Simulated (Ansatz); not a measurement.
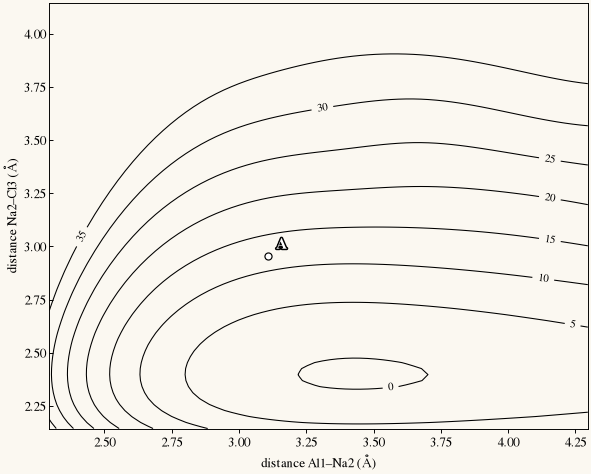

The system Al + NaCl, spin multiplicity 2. 
- Coordinates scanned: (1) distance Al1–Na2; (2) distance Na2–Cl3.
- Nothing is relaxed (the angle Al1–Na2–Cl3 is fixed at 180 degrees).
- Grid: 9 × 9 points.
- Energies: kcal/mol, counted from the lowest grid point.
- Level of theory: Ansatz, UKS PBE0-D4/def2-SVPD.

In the figure: contour lines labelled in kcal/mol (none above 35), the point A. Between grid points the surface is interpolated.

Is A at rest? If not, where is it pushed?

Answer. A, at distance Al1–Na2 = 3.108 Å, distance Na2–Cl3 = 2.956 Å, is not a stationary point. The computed force is 7.2 kcal/mol for each Å towards larger values of distance Al1–Na2 and 29 kcal/mol for each Å towards smaller values of distance Na2–Cl3.
